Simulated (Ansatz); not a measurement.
# SiTe2 monolayer (1T) under uniaxial strain along the armchair direction, normal to a, with the width clamped, part 2 of 3

Wanted: the shifts of the zone-centre modes of SiTe2 monolayer (1T) with strain.

Ansatz 0.2.0; DFT PBEsol, scalar-relativistic, plane waves, PAW; PAW set soft_1.

So far: Set-up; Relaxation.

### 3. Tight relaxation

Phonons need small forces and stress, so the relaxation is finished with tight tolerances on 15×15×1 k points.

input.yaml reads:

```yaml
crystal:
  lattice:
    - [3.7393830388, 0.0, 0.0]
    - [-1.8696915194, 3.2384007061, 0.0]
    - [0.0, 0.0, 30.424]
  atoms:
    - { symbol: Si, position: [0.0, 0.0, 0.328687878] }
    - { symbol: Te, position: [0.3333333333, 0.6666666667, 0.3818254995] }
    - { symbol: Te, position: [0.6666666667, 0.3333333333, 0.2755502565] }
  periodic: [true, true, false]
kpoints:
  mp_grid: { grid: [15, 15, 1] }
hamiltonian:
  xc: pbesol
  pseudopotentials: { kind: paw, azcp: { folder: soft_1 }, xc_functional: pbe }
scf:
  occupations: { method: methfessel_paxton, width: 0.2 }
output:
  forces: true
  stress: true
  eigenvalues: true
  write_density: true
  write_potential: true
  elf: true
  volumetric_format: npy
relax:
  adjacent_minimum: "off"
  f_tol: 0.001
  max_steps: 60
  cell: { stress_2d_tol: 0.002 }
```

Command:

```sh
$ ansatz run input.yaml --threads 8 --pin off --max-ram 16384MiB --backend cpu --events-out ev --progress --plain --runs-dir out
```

Numbers of over 12 decimals in the logs are rounded to 6 here.

The log of the run:

```text
[...]
Crystal: 3 atoms, lattice volume = 368.423 Å³
Basis set: ecut = 420 eV, 7265 PW (Γ), exchange–correlation on 50×50×432 points (8 copies of the dense FFT grid, shifted against one another)
Bands: 22, of which v1, the nominal top of the filled ones, is band 18 counted from 1 (17 counted from 0)
Symmetry: 12 space group operations
[...]
k-points: 27 of 225
[...]
° read free of the cell's end (the report's vacuum.weakly_bound_levels)
--- Relaxed structure (3 steps of the walk, 2 accepted, 1 SCFs on fresh bases) ---
[...]
cell:  # Å, volume = 368.4670 Å³
    - [3.739606, 0.0, 0]
    - [-1.869803, 3.238594, 0]
    - [0, 0, 30.424]
  atoms:
    - { symbol: Si, position: [0, 0, 0.328688] }
    - { symbol: Te, position: [0.333333, 0.666667, 0.381814] }
    - { symbol: Te, position: [0.666667, 0.333333, 0.275562] }
[key lines of the parts left out:]
SCF converged after 10 iterations
Free energy (F): -14424.566729 eV
Fermi energy:    -4.859965 eV
P = ½ c Tr σ = 0.0016 N/m
```

It took 8.5 s on 8 threads of Arm Neoverse V2, shared host; peak memory 0.93 GiB.

Little changed from the start: no atom moved by 0.005 Å and no cell edge by 0.1 %.

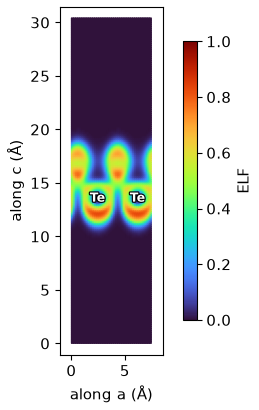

ELF in the ac plane at fractional y = 0.333, with atoms of Te within 0.2 Å of it. It is the smooth field of the valence electrons, not physical close to the nuclei.

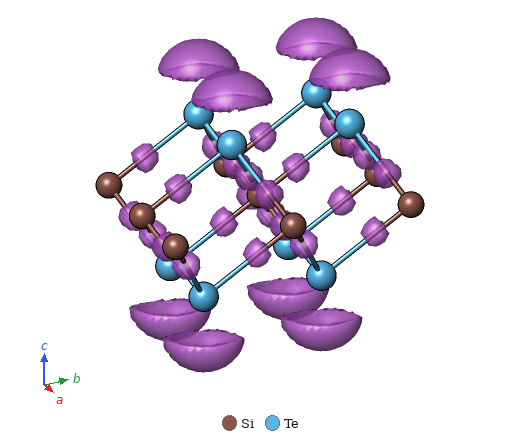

Surface of ELF = 0.75. 2×2×1 cells are drawn.

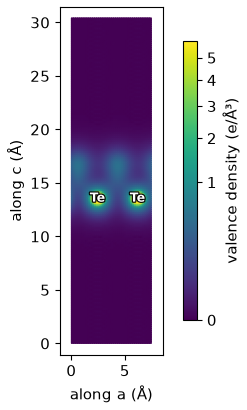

Valence density in the ac plane at fractional y = 0.333, with atoms of Te within 0.2 Å of it. It is the smooth field of the valence electrons, not physical close to the nuclei. The colour scale is stretched toward low values.

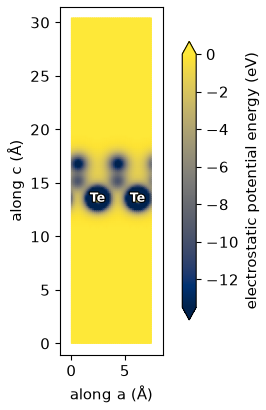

Electrostatic potential energy in the ac plane at fractional y = 0.333, with atoms of Te within 0.2 Å of it. With pseudopotentials it is smooth inside the atoms' cores, unlike the true potential.

The largest force component left is 0.16 meV/Å, within the tolerances set.

### 4. Modes at rest

The force constants come from the linear response of the density to a displacement.

The modes at rest are the reference of the series.

input.yaml, the sections that differ from step 3:

```yaml
crystal:
  lattice:
    - [3.7396058904, 0.0, 0.0]
    - [-1.8698029452, 3.2385937012, 0.0]
    - [0.0, 0.0, 30.424]
  atoms:
    - { symbol: Si, position: [0.0, 0.0, 0.328687878] }
    - { symbol: Te, position: [0.3333333333, 0.6666666667, 0.3818136201] }
    - { symbol: Te, position: [0.6666666667, 0.3333333333, 0.2755621359] }
  periodic: [true, true, false]
output:
  eigenvalues: true
phonons:
  method: dfpt
# kpoints, hamiltonian, scf: as in step 3
# relax: removed
```

The log of the run:

```text
Warning: crystal.symmetry: narrowed to the stabiliser of the run's FFT grids — unitary ops 12 → 6. A phonons.method: dfpt run fills in the rows of the dynamical matrix that it does not solve by its symmetry operations, which is exact only for operations that map its FFT grids onto themselves: filled in by any other, the frequencies could depend on the order in which like atoms are typed, or, by more than the grids' own error, on where the crystal sits among the grids' points. Excluded: 6 operations. The run can therefore solve more perturbations, solve them on more k-points, or both, and cost more. [rest of the remark cut]
[...]
Crystal: 3 atoms, lattice volume = 368.467 Å³
Basis set: ecut = 420 eV, 7265 PW (Γ), exchange–correlation on 50×50×432 points (8 copies of the dense FFT grid, shifted against one another)
Bands: 22, of which v1, the nominal top of the filled ones, is band 18 counted from 1 (17 counted from 0)
Symmetry: 12 space group operations
k-points: 64 of 225 (irreducible under 2 space group operations, time reversal used)
[...]
SCF iter  10: F=-14424.566729 eV  HF=-14424.566729 eV  |F-HF|=5.46e-11  |Δ(HF+E_count)|=  7.13e-10  S|Δr|=    0.00e0  Δρ=7.17e-9  dr2=2.19e-13  ethr=1.00e-12  ⟨swp⟩=15.1  Hψ=11103  notcnv=0
SCF 1 converged in 10 iterations: F = -14424.566729 eV  dr2 = 2.19e-13
[...]
DFPT response loops at Γ: preconditioner auto → none (partly filled bands, converged f_vac=0.751); β = 0.50; Broyden in place of MSR1
SCF converged after 10 iterations
[...]
Free energy (F): -14424.566729 eV
[...]
Internal energy: -14424.566281 eV  (E = F + TS)
E sigma→0 (E₀):  -14424.566617 eV
Entropy (-TS):   -0.000447 eV (-0.149 meV/atom)
Fermi energy:    -4.859964 eV
[...]
--- Band table (eV; the first three rows and the last of 64) ---
  k-point 0: bands = [... 14 lower, -5.3600, -5.3600, -4.7730, -4.7730, -3.3429, -1.6592, -1.4910, -1.4910]
  k-point 1: bands = [... 14 lower, -6.0556, -5.6380, -5.0905, -4.6325, -2.9252, -1.7235 (-1.7235°), -1.4204, -1.2243]
  k-point 2: bands = [... 14 lower, -6.7500, -6.1105, -5.8748, -4.5621, -2.8143, -1.7509, -1.1867, -0.5988]
  k-point 63: bands = [... 14 lower, -8.8249, -7.9620, -6.9438, -5.7491, -3.6765, -1.8115, -0.3724, 0.2347]
  ° read free of the cell's end (the report's vacuum.weakly_bound_levels)
--- Phonons (Γ-DFPT): 6 representative perturbations + reference, on 64 of 225 k-points (Σ response iterations 22) ---
  ASR residual: 2.633e-5 → 0.000e0 eV/Å²; symmetrization residual: 1.152e-5 eV/Å²
  The last average, over the group as it would stand without the narrowing to the FFT grids, took up to 8.225e-7 eV/Å² of the zone centre's force constants
  ASR residual per site (eV/Å²): 2.16e-5 2.63e-5 2.45e-5
  Γ frequencies (cm⁻¹): 0.00 0.00 0.00 82.48 82.48 147.52 205.99 205.99 304.25
  non-analytic LO–TO correction: not included (Born effective charges unavailable; polar crystals: no LO–TO splitting at Γ)
```

Elapsed: 41 s, on 8 threads; peak memory 2 GiB; 5 min of CPU time.

Numbers from this step:

- sum-rule residual before enforcement: 2.63e-5 eV/Å²
- point group: -3m
- highest optical mode at the zone centre (no LO-TO term): 304.2 cm⁻¹
- lowest optical zone-centre mode: 82.48 cm⁻¹

Patterns of degenerate modes are one choice out of their space. Modes at Γ, with each element's share of the kinetic energy:

| mode | frequency (cm⁻¹) | symmetry | Si % | Te % |
| --- | --- | --- | --- | --- |
| 1 | 0.0 | acoustic | 10 | 90 |
| 2 | 0.0 | acoustic | 10 | 90 |
| 3 | 0.0 | acoustic | 10 | 90 |
| 4 | 82.5 | Eg | 0 | 100 |
| 5 | 82.5 | Eg | 0 | 100 |
| 6 | 147.5 | A1g | 0 | 100 |
| 7 | 206.0 | Eu | 90 | 10 |
| 8 | 206.0 | Eu | 90 | 10 |
| 9 | 304.2 | A2u | 90 | 10 |

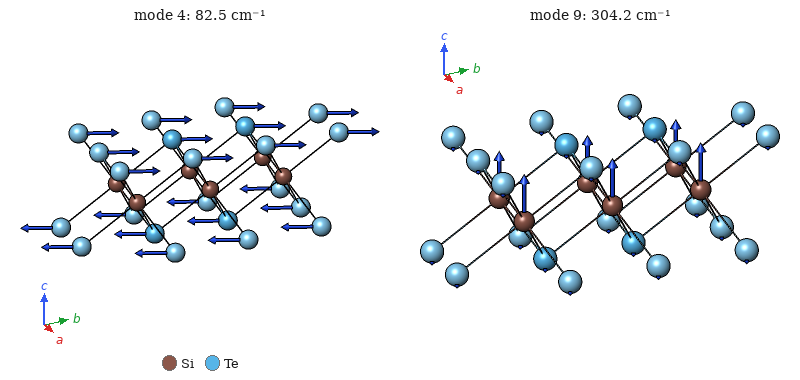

Displacement patterns of modes 4 and 9 at Γ; arrows are exaggerated. 1×2×1 cells are drawn. Some periodic images of atoms are drawn too.

Before it was imposed, the acoustic sum rule was missed by 2.6e-5 eV/Å². Small misses are needed for a sound result but don't prove that mesh and cutoff are converged. The lowest optical mode is real, 82.5 cm⁻¹.

### 5. A member of the series: uniaxial strain of +5 % along the armchair direction, normal to a, with the width clamped

The cell takes a uniaxial strain of +5 % along the armchair direction, normal to a, with the width clamped. The cell is held, and the atoms relax in it.

input.yaml, the sections that differ from step 4:

```yaml
crystal:
  lattice:
    - [3.7396058904, 0.0, 0.0]
    - [-1.8698029452, 3.4005233863, 0.0]
    - [0.0, 0.0, 30.424]
  atoms:
    - { symbol: Si, position: [0.0, 0.0, 0.328687878] }
    - { symbol: Te, position: [0.3310789006, 0.6621578012, 0.3812006782] }
    - { symbol: Te, position: [0.6689210994, 0.3378421988, 0.2761750778] }
  periodic: [true, true, false]
output:
  forces: true
  stress: true
  eigenvalues: true
relax:
  adjacent_minimum: "off"
  f_tol: 0.001
  max_steps: 60
# kpoints, hamiltonian, scf: as in step 4
# phonons: removed
```

The log of the run:

```text
[...]
--- Relaxed structure (5 steps of the walk, 4 accepted, 0 SCFs on fresh bases) ---
  F+E_penalty+E_count = -14424.52144042 eV   max|allowed force component| = 3.067e-5 eV/Å
  cell:  # Å, volume = 386.8904 Å³
    - [3.7396058904, 0.0, 0.0]
    - [-1.8698029452, 3.4005233863, 0.0]
    - [0.0, 0.0, 30.424]
  atoms:
    - { symbol: Si, position: [0.0, 0.0, 0.328687878] }
    - { symbol: Te, position: [0.330624, 0.661248, 0.381054] }
    - { symbol: Te, position: [0.669376, 0.338752, 0.276322] }
[key lines of the parts left out:]
SCF converged after 4 iterations
Free energy (F): -14424.521440 eV
Fermi energy:    -5.072826 eV
P = ½ c Tr σ = -2.0982 N/m
```

Elapsed: 21 s, on 8 threads; peak memory 1.1 GiB.

Relaxation path:

| step | energy less that of the first step (eV) | largest force component (eV/Å) |
| --- | --- | --- |
| 1 | 0.0000 | 0.0423 |
| 2 | 0.0007 | 0.0944 |
| 3 | -0.0002 | 0.0035 |
| 4 | -0.0002 | 0.0011 |
| 5 | -0.0002 | 0.0000 |

Relaxation step 2 was tried and not accepted.

Forces are held to the 4 operations that the run works with; a distortion that breaks them can't arise in this run.

Final coordinates:

```xyz
3
Lattice="3.7396 0.0000 0.0000 -1.8698 3.4005 0.0000 0.0000 0.0000 30.4240" Properties=species:S:1:pos:R:3
Si    0.0000    0.0000   10.0000
Te    0.0000    2.2486   11.5932
Te    1.8698    1.1519    8.4068
```

This step gave:

```yaml
area_per_atom: 4.239 Å²
```

The largest force component left is 0.031 meV/Å.

### 6. Modes of this member: uniaxial strain of +5 % along the armchair direction, normal to a, with the width clamped

The zone-centre modes follow for uniaxial strain of +5 % along the armchair direction, normal to a, with the width clamped.

input.yaml, the sections that differ from step 5:

```yaml
crystal:
  lattice:
    - [3.7396058904, 0.0, 0.0]
    - [-1.8698029452, 3.4005233863, 0.0]
    - [0.0, 0.0, 30.424]
  atoms:
    - { symbol: Si, position: [0.0, 0.0, 0.328687878] }
    - { symbol: Te, position: [0.3306242286, 0.6612484572, 0.3810535779] }
    - { symbol: Te, position: [0.6693757714, 0.3387515428, 0.2763221781] }
  periodic: [true, true, false]
output:
  eigenvalues: true
phonons:
  method: dfpt
# kpoints, hamiltonian, scf: as in step 5
# relax: removed
```

The log of the run:

```text
[...]
Crystal: 3 atoms, lattice volume = 386.890 Å³
Basis set: ecut = 420 eV, 7609 PW (Γ), exchange–correlation on 54×54×432 points (8 copies of the dense FFT grid, shifted against one another)
Bands: 22, of which v1, the nominal top of the filled ones, is band 18 counted from 1 (17 counted from 0)
Symmetry: 4 space group operations
k-points: 64 of 225 (irreducible under 2 space group operations, time reversal used)
[...]
SCF iter  11: F=-14424.521440 eV  HF=-14424.521440 eV  |F-HF|=1.82e-11  |Δ(HF+E_count)|=  3.11e-10  S|Δr|=    0.00e0  Δρ=1.05e-8  dr2=4.34e-13  ethr=1.00e-12  ⟨swp⟩=8.8  Hψ=7825  notcnv=0
SCF 1 converged in 11 iterations: F = -14424.521440 eV  dr2 = 4.34e-13
[...]
SCF converged after 11 iterations
[...]
Free energy (F): -14424.521440 eV
[...]
Internal energy: -14424.520736 eV  (E = F + TS)
E sigma→0 (E₀):  -14424.521264 eV
Entropy (-TS):   -0.000704 eV (-0.235 meV/atom)
Fermi energy:    -5.072826 eV
[...]
--- Band table (eV; the first three rows and the last of 64) ---
  k-point 0: bands = [... 14 lower, -5.8740, -5.5017, -5.3262, -4.9490, -3.8404, -2.4019, -1.7324, -1.6485]
  k-point 1: bands = [... 14 lower, -6.4754, -5.7399, -5.4712, -4.8110, -3.4559, -2.1659, -1.7481, -1.5842]
  k-point 2: bands = [... 14 lower, -6.6396, -6.1491, -6.0779, -4.6975, -3.1305, -2.0491, -1.3764, -1.1248]
  k-point 63: bands = [... 14 lower, -8.8453, -7.8499, -6.8840, -5.7782, -3.9801, -1.9875, -0.7394, -0.2625]
[...]
ASR residual: 3.152e-5 → 0.000e0 eV/Å²; symmetrization residual: 1.131e-5 eV/Å²
[...]
ASR residual per site (eV/Å²): 3.15e-5 2.60e-5 2.48e-5
  Γ frequencies (cm⁻¹): 0.00 0.00 0.00 68.87 82.57 143.56 187.39 211.13 301.09
[...]
```

The job ended after 68 s (8 threads; peak memory 2.2 GiB).

Numbers from this step:

```yaml
sum_rule_residual_before_enforcement: 3.15e-5 eV/Å²
point_group: 2/m
highest_optical_mode_at_the_zone_centre_no_lo_to_term: 301.1 cm⁻¹
lowest_optical_zone_centre_mode: 68.87 cm⁻¹
```

Patterns of degenerate modes are one choice out of their space. The modes at Γ (shares of kinetic energy by element, %):

| mode | frequency (cm⁻¹) | symmetry | Si % | Te % |
| --- | --- | --- | --- | --- |
| 1 | 0.0 | acoustic | 10 | 90 |
| 2 | 0.0 | acoustic | 10 | 90 |
| 3 | 0.0 | acoustic | 10 | 90 |
| 4 | 68.9 | Bg | 0 | 100 |
| 5 | 82.6 | Ag | 0 | 100 |
| 6 | 143.6 | Ag | 0 | 100 |
| 7 | 187.4 | Bu | 90 | 10 |
| 8 | 211.1 | Au | 90 | 10 |
| 9 | 301.1 | Bu | 90 | 10 |

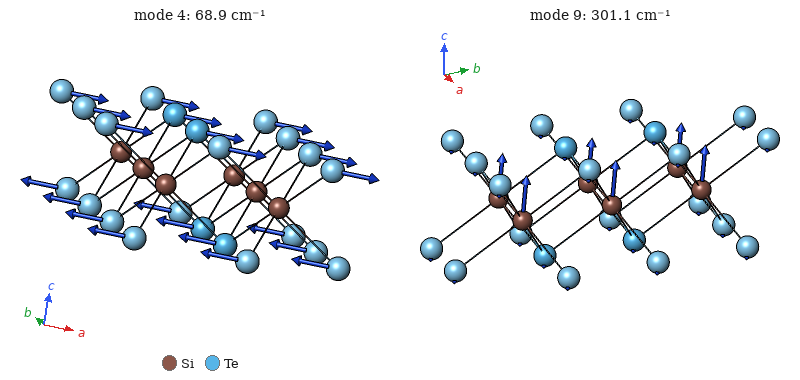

Displacement patterns of modes 4 and 9 at Γ; arrows are exaggerated. 1×2×1 cells are drawn. Some periodic images of atoms are drawn too.

The lowest optical mode is real, 68.9 cm⁻¹, and the highest lies at 301.1 cm⁻¹.

### 7. A member of the series: uniaxial strain of -3 % along the armchair direction, normal to a, with the width clamped

The cell takes a uniaxial strain of -3 % along the armchair direction, normal to a, with the width clamped. The cell is held, and the atoms relax in it.

input.yaml, the sections that differ from step 6:

```yaml
crystal:
  lattice:
    - [3.7396058904, 0.0, 0.0]
    - [-1.8698029452, 3.1414358902, 0.0]
    - [0.0, 0.0, 30.424]
  atoms:
    - { symbol: Si, position: [0.0, 0.0, 0.328687878] }
    - { symbol: Te, position: [0.3356285668, 0.6712571336, 0.3820984895] }
    - { symbol: Te, position: [0.6643714332, 0.3287428664, 0.2752772665] }
  periodic: [true, true, false]
output:
  forces: true
  stress: true
  eigenvalues: true
relax:
  adjacent_minimum: "off"
  f_tol: 0.001
  max_steps: 60
# kpoints, hamiltonian, scf: as in step 6
# phonons: removed
```

The log of the run:

```text
[...]
Crystal: 3 atoms, lattice volume = 357.413 Å³
Basis set: ecut = 420 eV, 6961 PW (Γ), exchange–correlation on 50×50×432 points (8 copies of the dense FFT grid, shifted against one another)
Bands: 22, of which v1, the nominal top of the filled ones, is band 18 counted from 1 (17 counted from 0)
Symmetry: 4 space group operations
[...]
--- Relaxed structure (5 steps of the walk, 4 accepted, 0 SCFs on fresh bases) ---
  F+E_penalty+E_count = -14424.54593467 eV   max|allowed force component| = 5.355e-4 eV/Å
  cell:  # Å, volume = 357.4130 Å³
    - [3.7396058904, 0.0, 0.0]
    - [-1.8698029452, 3.1414358902, 0.0]
    - [0.0, 0.0, 30.424]
  atoms:
    - { symbol: Si, position: [0.0, 0.0, 0.328688] }
    - { symbol: Te, position: [0.337213, 0.674427, 0.382235] }
    - { symbol: Te, position: [0.662787, 0.325573, 0.275140] }
[key lines of the parts left out:]
SCF converged after 3 iterations
Free energy (F): -14424.545935 eV
Fermi energy:    -4.679578 eV
P = ½ c Tr σ = 1.6309 N/m
```

Elapsed: 19 s, on 8 threads; peak memory 1 GiB; 2.3 min of CPU time.

(Part 2 of 3 ends here.)

[Logs are printed without paths, hosts, clocks, repeated set-up lines and the standing remarks that a program may print on its own settings, such as how far it seeks lower states.]

[Hosts, paths, dates, database ids (printed as entryN), source tags and the programs' standing remarks are cut or masked in the printed files.]
